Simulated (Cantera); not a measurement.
A closed system holds: 1 mol FeCl₃, a varied amount of H₂, equilibrated at 1875 K and 10.0 mbar.

These are equilibrium values from Cantera (NASA tables, ideal gas, pure condensed phases), not measurements of a reactor. Candidate condensed phases: Fe, FeCl₂, FeCl₃; 11 gas species. Kinetics and transport are ignored.

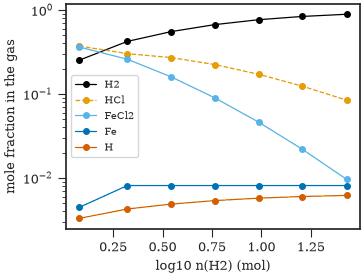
Figure. Equilibrium gas composition (values under 1e-9 drawn at 1e-9)

Read off the mole fractions at 5.8 mol H₂.

H₂ about 0.67, HCl about 0.22, FeCl₂ about 0.090, Fe about 0.0081, H about 0.0054.
